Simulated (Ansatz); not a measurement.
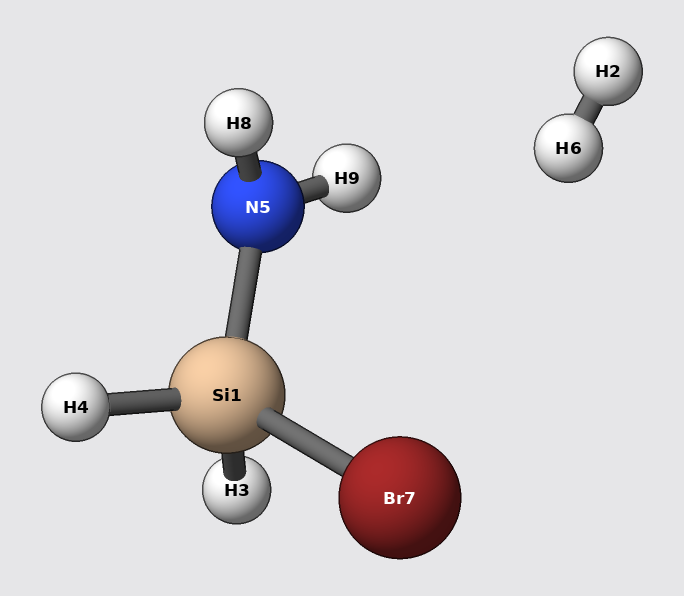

The questions are on Mulliken charges. The computed structure is the end point of a PBE0-D4/def2-TZVP optimisation. No frequency run is at hand to confirm it as a minimum. Method: RKS PBE0-D4/def2-TZVP (Ansatz 0.2.0).

Q: Which atom carries the highest charge (most positive or least negative)?

A: Si1 (0.40 e).

Q: And the lowest?

A: N5 (−0.61 e).

List the Mulliken charges.

```tsv
atom	value (e)
Si1	0.40
H2	−0.01
H3	−0.01
H4	−0.01
N5	−0.61
H6	0.00
Br7	−0.26
H8	0.25
H9	0.25
```

Mulliken values depend strongly on the basis set and can even reverse the polarity of a bond.
